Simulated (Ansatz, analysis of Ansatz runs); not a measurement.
# Moving an added electron between Fe sites in K4Fe2O5 (P2_1/c), part 2 of 3

Question: does an added electron stay on the Fe atom where it is started in K4Fe2O5 (P2_1/c), and if so, how high is the barrier for a hop to another Fe site nearby? Model: a cell of 66 host atoms.

Ansatz 0.2.0; plane-wave PAW DFT, PBEsol+U; relaxation of all atoms of a supercell at fixed charge in a uniform background; PAW set soft_1.

So far. Step 2 (The cell without the carrier): The largest displacement from an ideal site is 0.010 Å.

### 3. The electron on the first site

The nearest neighbour or neighbours of the site start displaced and the site's starting moment is changed by the carrier's spin, since a carrier doesn't trap itself in the undistorted lattice.

A.relax/input.yaml

```yaml
crystal:
  lattice:
    - [12.7289732, 5.94492745, -0.02100428]
    - [-6.3644866, 5.94492745, 0.01050214]
    - [-2.45292738, 0.0, 9.68671688]
  atoms:
    - { symbol: K, position: [0.215264, 0.161874, 0.016252] }
    - { symbol: K, position: [0.548479, 0.828373, 0.016267] }
    - { symbol: K, position: [0.88189, 0.49527, 0.016183] }
    - { symbol: K, position: [0.227002, 0.362195, 0.337007] }
    - { symbol: K, position: [0.560172, 0.028665, 0.336836] }
    - { symbol: K, position: [0.893472, 0.695693, 0.336748] }
    - { symbol: K, position: [0.118198, 0.503913, 0.983338] }
    - { symbol: K, position: [0.451379, 0.170399, 0.983423] }
    - { symbol: K, position: [0.784901, 0.83725, 0.983432] }
    - { symbol: K, position: [0.000722, 0.909778, 0.836964] }
    - { symbol: K, position: [0.333892, 0.576286, 0.837004] }
    - { symbol: K, position: [0.66717, 0.242978, 0.836969] }
    - { symbol: K, position: [0.106546, 0.304167, 0.662781] }
    - { symbol: K, position: [0.439865, 0.970555, 0.662882] }
    - { symbol: K, position: [0.773129, 0.637266, 0.6629] }
    - { symbol: K, position: [0.203326, 0.673718, 0.483284] }
    - { symbol: K, position: [0.536558, 0.340511, 0.483265] }
    - { symbol: K, position: [0.869929, 0.007291, 0.483314] }
    - { symbol: K, position: [0.130142, 0.992197, 0.516342] }
    - { symbol: K, position: [0.463471, 0.658792, 0.516495] }
    - { symbol: K, position: [0.796761, 0.32556, 0.516286] }
    - { symbol: K, position: [0.332695, 0.756112, 0.162692] }
    - { symbol: K, position: [0.665867, 0.422539, 0.162752] }
    - { symbol: K, position: [0.999622, 0.089739, 0.162659] }
    - { symbol: Fe, position: [0.007907, 0.608221, 0.655616], spin: 5.0 }
    - { symbol: Fe, position: [0.341292, 0.274678, 0.65582], spin: 5.0 }
    - { symbol: Fe, position: [0.674574, 0.941437, 0.655724], spin: 5.0 }
    - { symbol: Fe, position: [0.097053, 0.786189, 0.15576], spin: 5.0 }
    - { symbol: Fe, position: [0.430299, 0.452742, 0.155781], spin: 5.0 }
    - { symbol: Fe, position: [0.763673, 0.119513, 0.155705], spin: 5.0 }
    - { symbol: Fe, position: [0.236372, 0.87955, 0.843902], spin: 5.0 }
    - { symbol: Fe, position: [0.569685, 0.54618, 0.844007], spin: 4.0 }
    - { symbol: Fe, position: [0.903029, 0.21292, 0.843857], spin: 5.0 }
    - { symbol: Fe, position: [0.325503, 0.057662, 0.34403], spin: 5.0 }
    - { symbol: Fe, position: [0.658775, 0.724378, 0.343969], spin: 5.0 }
    - { symbol: Fe, position: [0.992083, 0.391183, 0.34384], spin: 5.0 }
    - { symbol: O, position: [0.085758, 0.559383, 0.230209] }
    - { symbol: O, position: [0.419169, 0.226023, 0.230415] }
    - { symbol: O, position: [0.752447, 0.892784, 0.230413] }
    - { symbol: O, position: [0.247669, 0.106354, 0.769451] }
    - { symbol: O, position: [0.581749, 0.786985, 0.764653] }
    - { symbol: O, position: [0.914345, 0.439683, 0.769238] }
    - { symbol: O, position: [0.298735, 0.460846, 0.097476] }
    - { symbol: O, position: [0.632099, 0.127499, 0.097284] }
    - { symbol: O, position: [0.965532, 0.794418, 0.097354] }
    - { symbol: O, position: [0.15532, 0.698783, 0.730131] }
    - { symbol: O, position: [0.483693, 0.354123, 0.723288] }
    - { symbol: O, position: [0.821996, 0.032002, 0.730272] }
    - { symbol: O, position: [0.041454, 0.2186, 0.402107] }
    - { symbol: O, position: [0.374818, 0.885027, 0.402233] }
    - { symbol: O, position: [0.708113, 0.551769, 0.4022] }
    - { symbol: O, position: [0.166738, 0.832849, -0.000145] }
    - { symbol: O, position: [0.495538, 0.496567, 0.0095] }
    - { symbol: O, position: [0.833423, 0.166239, -0.000156] }
    - { symbol: O, position: [0.034601, 0.204844, 0.902216] }
    - { symbol: O, position: [0.367917, 0.871409, 0.902265] }
    - { symbol: O, position: [0.709831, 0.537423, 0.906254] }
    - { symbol: O, position: [0.178103, 0.966977, 0.269474] }
    - { symbol: O, position: [0.511358, 0.633566, 0.269477] }
    - { symbol: O, position: [0.844649, 0.300393, 0.269366] }
    - { symbol: O, position: [-1.2e-05, 0.499909, 0.499588] }
    - { symbol: O, position: [0.333347, 0.16618, 0.499898] }
    - { symbol: O, position: [0.666695, 0.832912, 0.499835] }
    - { symbol: O, position: [0.292038, 0.447371, 0.597675] }
    - { symbol: O, position: [0.625298, 0.114079, 0.597493] }
    - { symbol: O, position: [0.958592, 0.780867, 0.597562] }
total_charge: -1
basis:
  ecutwfc: 420
  xc_grid: 2
hamiltonian:
  xc: pbesol
  hubbard:
    sites: [{ species: Fe, l: d, u_eff: 5.0 }]
    projectors: ortho-atomic
  pseudopotentials: { kind: paw, azcp: { folder: soft_1 }, xc_functional: pbe }
kpoints:
  mp_grid: { grid: [1, 1, 1] }
magnetization:
  spin_polarized: true
  initial_magnetization: 59
  spin_locking: { lock_magnetization: hard }
scf:
  occupations: { method: fermi_dirac, width: 0.01 }
  max_iter: 120
  lower_state_search: "off"
output:
  forces: true
relax:
  f_tol: 0.015
  max_steps: 70
  escape_saddle: false
checkpoint:
  write: "../A.relax.run"
  compress: false
  write_wavefunctions: true
  write_every: 100000
```

Command:

```console
$ ansatz run input.yaml --threads 32 --pin off --max-ram 84787MiB --backend cuda --events-out ev --progress --plain --runs-dir out --max-vram 78GiB
```

Numbers of over 12 decimals in the logs are rounded to 6 here.

The program printed:

```text
[...]
Crystal: 66 atoms, lattice volume = 1099.072 Å³
Basis set: ecut = 420 eV, 21501 PW (Γ), exchange–correlation on 192×120×144 points (8 copies of the dense FFT grid, shifted against one another)
Bands: 390, of which v1, the nominal top of the filled ones, is band 295 counted from 1 (294 counted from 0)
Symmetry: 1 space group operations
[...]
k-points: 1
[...]
Starting moments: Σ|m| = 59 μB on 12 of 66 sites
[...]
SCF iter   1: F=—  HF=-106608.916342 eV  |Δ(HF+E_count)|=         —  Δρ=4.87e-2 (↑4.87e-2 ↓4.29e-2)  dr2=1.49e2  dr2_m=2.84e0  M=59.000 μB ∫|m|=59.134 μB  Hψ=2959
[...]
SCF iter   2: F=—  HF=-106585.729203 eV  |Δ(HF+E_count)|=    2.32e1  Δρ=2.38e-2 (↑2.22e-2 ↓2.38e-2)  dr2=4.38e1  dr2_m=1.35e0  M=59.000 μB ∫|m|=59.279 μB  Hψ=1513
[...]
SCF iter  37: F=-106577.551882 eV  HF=-106577.551880 eV  |Δ(HF+E_count)|=   7.33e-6  Δρ=1.07e-5 (↑2.97e-6 ↓1.07e-5)  dr2=6.98e-7  dr2_m=2.66e-7  M=59.000 μB ∫|m|=59.125 μB  Hψ=2510
SCF 1 converged in 37 iterations: F = -106577.551882 eV  dr2 = 6.98e-7
[...]
relax step   1: F+E_penalty+E_count = -106577.55188152 eV  Δ(F+E_penalty+E_count) = +0.000e0 eV  max|allowed force component| = 9.591e-1 eV/Å  Δτ_max = 0.0000 Å  (37 SCF iters, dr2 threshold 5.63e-6 eV, accepted)
[...]
relax step   2: F+E_penalty+E_count = -106577.55912461 eV  Δ(F+E_penalty+E_count) = -7.243e-3 eV  max|allowed force component| = 7.356e-1 eV/Å  Δτ_max = 0.1984 Å  (11 SCF iters, dr2 threshold 5.75e-5 eV, accepted)
relax step   3: F+E_penalty+E_count = -106577.76330648 eV  Δ(F+E_penalty+E_count) = -2.042e-1 eV  max|allowed force component| = 3.029e-1 eV/Å  Δτ_max = 0.0962 Å  (11 SCF iters, dr2 threshold 3.38e-5 eV, accepted)
relax step   4: F+E_penalty+E_count = -106577.77725243 eV  Δ(F+E_penalty+E_count) = -1.395e-2 eV  max|allowed force component| = 1.688e-1 eV/Å  Δτ_max = 0.0197 Å  (8 SCF iters, dr2 threshold 1.56e-5 eV, accepted)
relax step   5: F+E_penalty+E_count = -106577.78240486 eV  Δ(F+E_penalty+E_count) = -5.152e-3 eV  max|allowed force component| = 6.143e-2 eV/Å  Δτ_max = 0.0184 Å  (10 SCF iters, dr2 threshold 4.83e-6 eV, accepted)
relax step   6: F+E_penalty+E_count = -106577.78377322 eV  Δ(F+E_penalty+E_count) = -1.368e-3 eV  max|allowed force component| = 2.416e-2 eV/Å  Δτ_max = 0.0107 Å  (17 SCF iters, dr2 threshold 5.00e-7 eV, accepted)
[...]
SCF iter   3: F=—  HF=-106577.776977 eV  |Δ(HF+E_count)|=   3.03e-5  Δρ=4.60e-5 (↑2.68e-5 ↓4.60e-5)  dr2=4.55e-5  dr2_m=3.23e-6  M=59.000 μB ∫|m|=59.128 μB  Hψ=1222
[...]
SCF iter   5: F=—  HF=-106577.783981 eV  |Δ(HF+E_count)|=   1.76e-6  Δρ=1.18e-5 (↑5.71e-6 ↓1.18e-5)  dr2=2.21e-6  dr2_m=2.20e-7  M=59.000 μB ∫|m|=59.128 μB  Hψ=1222
[...]
SCF iter  15: F=—  HF=-106577.784001 eV  |Δ(HF+E_count)|=   1.58e-6  Δρ=4.04e-6 (↑3.47e-6 ↓4.04e-6)  dr2=4.75e-7  dr2_m=1.13e-8  M=59.000 μB ∫|m|=59.128 μB  Hψ=1847
[...]
SCF iter  17: F=-106577.784002 eV  HF=-106577.784002 eV  |Δ(HF+E_count)|=   9.74e-8  Δρ=1.47e-6 (↑7.37e-7 ↓1.47e-6)  dr2=4.54e-8  dr2_m=3.01e-9  M=59.000 μB ∫|m|=59.128 μB  Hψ=2362
SCF 7 converged in 17 iterations: F = -106577.784002 eV  dr2 = 4.54e-8
relax step   7: F+E_penalty+E_count = -106577.78400164 eV  Δ(F+E_penalty+E_count) = -2.284e-4 eV  max|allowed force component| = 6.357e-3 eV/Å  Δτ_max = 0.0030 Å  (17 SCF iters, accepted)
[...]
NSCF: frozen V_eff on 1 k-points
[...]
SCF converged after 17 iterations
[...]
Magnetization: 59.0000 μB (324.0000 up, 265.0000 down)
Absolute magnetization: 59.1295 μB (∫|ρ↑−ρ↓|, with the PAW one-centre terms)
[...]
Per-site moments (μB) at R_I (Å): [(0.0039817, 1.079821), (0.0048622, 1.096065), (0.00285121, 1.051043), [... 6 left out ...]
Free energy (F): -106577.784002 eV
[...]
Internal energy: -106577.784002 eV  (E = F + TS)
E sigma→0 (E₀):  -106577.784002 eV
Fermi energy:    7.403560 (↑ 7.563784, ↓ 7.403560) eV
[...]
--- Forces (eV/Å), atoms counted from 1 ---
  atom   1  K     -0.00085278     0.00070021     0.00079528
  atom   2  K      0.00255854    -0.00222002    -0.00016200
  [... 4 atoms left out ...]
  [... 60 more lines of this table ...]
  max |Σ_I F_I| component: 4.27e-5 eV/Å
--- Band table (eV) ---
[...]
Occupation matrices written to <dir>
--- Relaxed structure (7 steps of the walk, 7 accepted, 0 SCFs on fresh bases) ---
  F+E_penalty+E_count = -106577.78400164 eV   max|allowed force component| = 6.357e-3 eV/Å
  atoms:
    - { symbol: K, position: [0.216247, 0.161297, 0.017776] }
    - { symbol: K, position: [0.549615, 0.825228, 0.013103] }
    [... 4 atoms left out ...]
  [... 60 more lines of this table ...]
```

Wall time 11 s (1 × NVIDIA GB200 with 32 threads of Arm Neoverse V2, shared host); peak memory 1.7 GiB.

Step by step:

```
step  energy less that of the first step (eV)  largest force component (eV/Å)
   1                                   0.0000                          0.9591
   2                                  -0.0072                          0.7356
   3                                  -0.2114                          0.3029
   4                                  -0.2254                          0.1688
   5                                  -0.2305                          0.0614
   6                                  -0.2319                          0.0242
   7                                  -0.2321                          0.0064
```

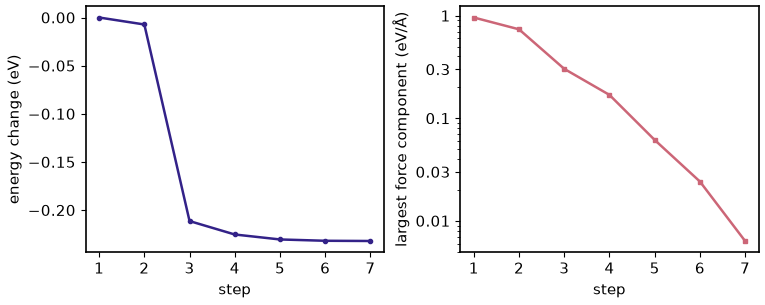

Energy and largest force along the relaxation.

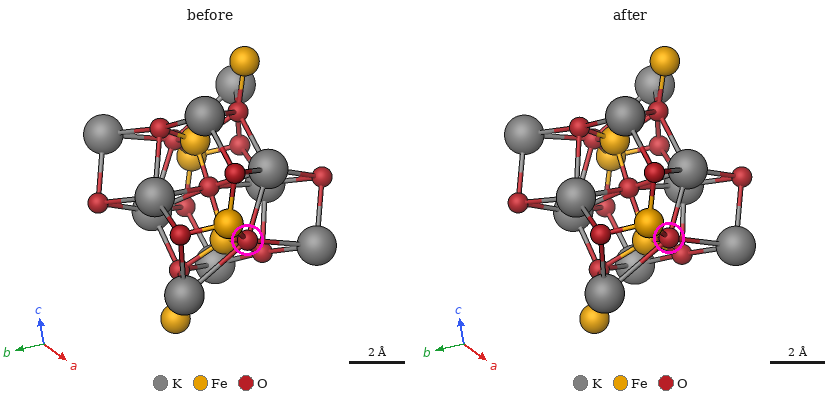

Before and after: the atoms that start within 5 Å of the centre. O47, which moves most, is ringed if it is among them.

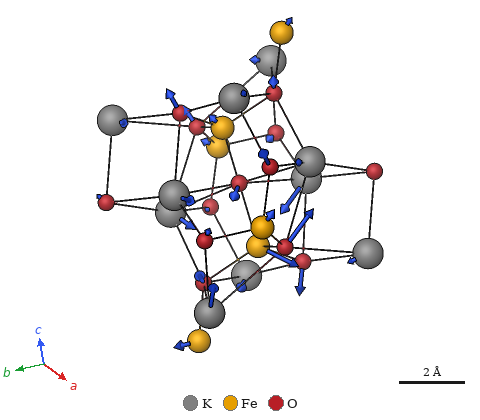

Displacements in the relaxation near the centre, exaggerated; the longest in the cell stands for 0.11 Å.

The atoms that moved most (Å):

```
atom      dx      dy      dz  length
 O47   0.039  -0.059   0.082   0.108
 K20   0.009   0.026   0.102   0.106
 K23  -0.037   0.021  -0.089   0.099
Fe32   0.090  -0.006  -0.027   0.094
 O65  -0.015   0.064  -0.056   0.086
 O41   0.000   0.052   0.067   0.085
 K14  -0.005   0.078   0.033   0.085
 O57   0.016   0.055  -0.047   0.073
```

The moves above count from the input, in which the site's nearest neighbours were already displaced; the distances below compare with the cell without the carrier.

Distances from Fe32 without and with the electron:

```
atom  without (Å)  with (Å)
 O57         1.83      1.91
 O53         1.93      2.07
 O41         1.94      2.12
 O47         1.95      2.04
```

The largest changes of the moments are -0.42 μB on Fe32, -0.16 μB on O57 and -0.05 μB on O47. The largest part sits on the chosen site.

### 4. The electron on the second site

The same start is made on the second site, to get the end of the hop.

B.relax/input.yaml

```yaml
crystal:
  lattice:
    - [12.7289732, 5.94492745, -0.02100428]
    - [-6.3644866, 5.94492745, 0.01050214]
    - [-2.45292738, 0.0, 9.68671688]
  atoms:
    - { symbol: K, position: [0.215264, 0.161874, 0.016252] }
    - { symbol: K, position: [0.548479, 0.828373, 0.016267] }
[... 5 atom lines left out ...]
    - { symbol: K, position: [0.451379, 0.170399, 0.983423] }
[... 2 atom lines left out ...]
    - { symbol: K, position: [0.333892, 0.576286, 0.837004] }
[... 17 atom lines left out ...]
    - { symbol: Fe, position: [0.430299, 0.452742, 0.155781], spin: 4.0 }
[... 2 atom lines left out ...]
    - { symbol: Fe, position: [0.569685, 0.54618, 0.844007], spin: 5.0 }
[... 20 atom lines left out ...]
    - { symbol: O, position: [0.504258, 0.502313, -0.009895] }
[... 12 atom lines left out ...]
    - { symbol: O, position: [0.958592, 0.780867, 0.597562] }
total_charge: -1
basis:
  ecutwfc: 420
  xc_grid: 2
hamiltonian:
  xc: pbesol
  hubbard:
    sites: [{ species: Fe, l: d, u_eff: 5.0 }]
    projectors: ortho-atomic
  pseudopotentials: { kind: paw, azcp: { folder: soft_1 }, xc_functional: pbe }
kpoints:
  mp_grid: { grid: [1, 1, 1] }
magnetization:
  spin_polarized: true
  initial_magnetization: 59
  spin_locking: { lock_magnetization: hard }
scf:
  occupations: { method: fermi_dirac, width: 0.01 }
  max_iter: 120
  lower_state_search: "off"
output:
  forces: true
relax:
  f_tol: 0.015
  max_steps: 70
  escape_saddle: false
checkpoint:
  write: "../B.relax.run"
  compress: false
  write_wavefunctions: true
  write_every: 100000
```

The program printed:

```text
[...]
Crystal: 66 atoms, lattice volume = 1099.072 Å³
Basis set: ecut = 420 eV, 21501 PW (Γ), exchange–correlation on 192×120×144 points (8 copies of the dense FFT grid, shifted against one another)
Bands: 390, of which v1, the nominal top of the filled ones, is band 295 counted from 1 (294 counted from 0)
Symmetry: 1 space group operations
[...]
k-points: 1
[...]
Starting moments: Σ|m| = 59 μB on 12 of 66 sites
[...]
SCF iter   1: F=—  HF=-106608.916573 eV  |Δ(HF+E_count)|=         —  Δρ=4.87e-2 (↑4.87e-2 ↓4.29e-2)  dr2=1.49e2  dr2_m=2.84e0  M=59.000 μB ∫|m|=59.134 μB  Hψ=2959
[...]
SCF iter   2: F=—  HF=-106585.728587 eV  |Δ(HF+E_count)|=    2.32e1  Δρ=2.38e-2 (↑2.22e-2 ↓2.38e-2)  dr2=4.38e1  dr2_m=1.35e0  M=59.000 μB ∫|m|=59.279 μB  Hψ=1513
[...]
Per-site moments (μB) at R_I (Å): [(0.00346815, 1.056944), (0.00507581, 1.087756), (0.00437342, 1.081827), [... 6 left out ...]
Free energy (F): -106577.784004 eV
[...]
Internal energy: -106577.784004 eV  (E = F + TS)
E sigma→0 (E₀):  -106577.784004 eV
Fermi energy:    7.403445 (↑ 7.563734, ↓ 7.403445) eV
[...]
--- Forces (eV/Å), atoms counted from 1 ---
  atom   1  K     -0.00004705    -0.00028348     0.00036278
  atom   2  K     -0.00280262     0.00160759     0.00039819
  [... 4 atoms left out ...]
  [... 60 more lines of this table ...]
  max |Σ_I F_I| component: 5.03e-5 eV/Å
--- Band table (eV) ---
[...]
Occupation matrices written to <dir>
--- Relaxed structure (7 steps of the walk, 7 accepted, 0 SCFs on fresh bases) ---
  F+E_penalty+E_count = -106577.78400426 eV   max|allowed force component| = 6.349e-3 eV/Å
  atoms:
    - { symbol: K, position: [0.217673, 0.162571, 0.021965] }
    - { symbol: K, position: [0.548171, 0.826310, 0.015395] }
    [... 4 atoms left out ...]
  [... 60 more lines of this table ...]
[key lines of the parts left out:]
SCF converged after 17 iterations
Magnetization: 59.0000 μB (324.0000 up, 265.0000 down)
```

The job ended after 11 s (1 × NVIDIA GB200 with 32 threads; peak memory 1.6 GiB; 38 s of CPU time).

Distances from Fe29 without and with the electron:

```
atom  without (Å)  with (Å)
 O43         1.83      1.91
 O53         1.93      2.07
 O38         1.94      2.12
 O59         1.95      2.04
```

The largest changes of the moments are -0.42 μB on Fe29, -0.16 μB on O43 and -0.05 μB on O59. The largest part sits on the chosen site.

(Part 2 of 3 ends here.)

[Logs are printed without paths, hosts, clocks, repeated set-up lines and the standing remarks that a program may print on its own settings, such as how far it seeks lower states.]

[Hosts, paths, dates, database ids (printed as entryN), source tags and the programs' standing remarks are cut or masked in the printed files.]
